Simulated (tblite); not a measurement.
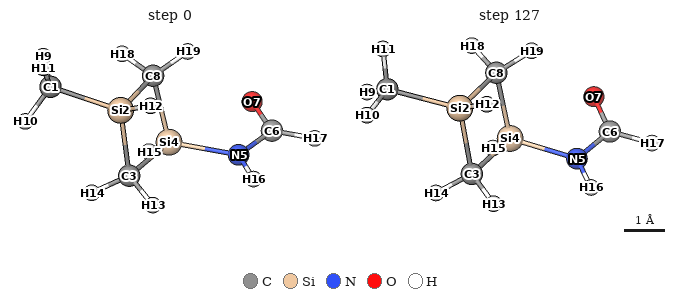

The structure of C₄H₁₁NOSi₂ before (left) and after (right) a relaxation, at one scale.

The picture is a ball-and-stick view, seen at a tilt.

All numbers below come from tblite, GFN2-xTB geometry optimisation, gas phase. 

Q: What changed between the two?

A: The largest move after the best rigid fit is that of H9, 1.00 Å. Largest moves by element: H 1.00 Å, O 0.28 Å, N 0.16 Å, Si 0.16 Å, C 0.12 Å. Among the contacts that change: Si4–O7 2.917 → 2.737 Å, N5–C6 1.434 → 1.335 Å, Si2–C3 1.844 → 1.920 Å, Si2–C8 1.873 → 1.924 Å. Among the angles between lasting bonds that change: H18–C8–H19 115.0° → 106.5°, C8–Si4–H15 115.1° → 121.6°, C3–Si4–N5 113.0° → 107.0°. Groups turn about C1–Si2 by about 55°. After 127 geometry steps the energy has fallen by 0.821 eV.
